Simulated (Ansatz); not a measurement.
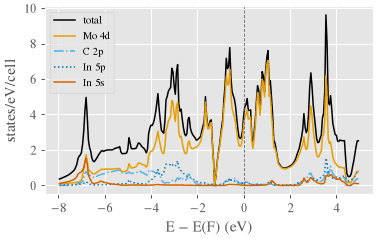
Total and projected density of states of InMo3C (anti-perovskite, Pm-3m), PBEsol (plane waves, PAW; program Ansatz)

Question: Which orbitals carry the states next to the Fermi level?

Answer: Within 0.5 eV of the Fermi level: Mo 4d 85 %. Projections are on Löwdin-orthogonalised atomic valence shells; empty p or d shells of many metals are not among them.

Question: Where is the tallest occupied peak in this window, and what makes it?

Answer: Near -0.6 eV, about 7.8 states/eV per cell; the largest projected share is Mo 4d.

The start of the workflow was typed in or built on a structure type; neither database checked (COD, Materials Project) lists it. Its standing as an ambient phase is unchecked. Symmetry was held in the PBEsol relaxation; whether a distortion lowers the energy is not shown. No spin polarisation was allowed. Scalar-relativistic: spin–orbit coupling is off unless named, which matters more the heavier the elements.

Potentials: the later of the program's two PAW sets.
